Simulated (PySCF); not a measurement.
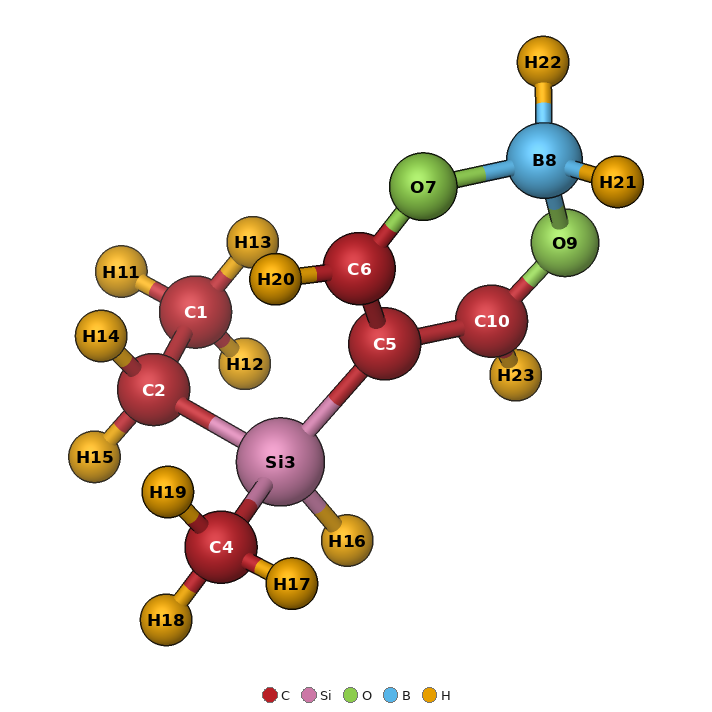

The computed structure is the end point of a GFN2-xTB optimisation. No frequency run is at hand to confirm it as a minimum. Electric field gradients from the ground-state density, PBE0/pcSseg-1 (PySCF 2.14.0), non-relativistic apart from any core potentials.

Give the largest field-gradient component, the quadrupole coupling constant and the asymmetry for 17O at O7 (Q = −25.6 mb), 11B at B8 (Q = 40.59 mb), 17O at O9 (Q = −25.6 mb), 2H at H11 (Q = 2.86 mb), 2H at H12 (Q = 2.86 mb).

```csv
atom,V_zz (a.u.),e²qQ/h (MHz),η
O7,1.121,−6.74,0.84
B8,−0.309,−2.95,0.76
O9,1.122,−6.75,0.82
H11,0.314,0.211,0.02
H12,0.316,0.212,0.02
```

The geometry is semi-empirical. Around B, Si such bond lengths and angles can be off by a tenth of an ångström or more and by several degrees, and values that hang on the shape move with them.
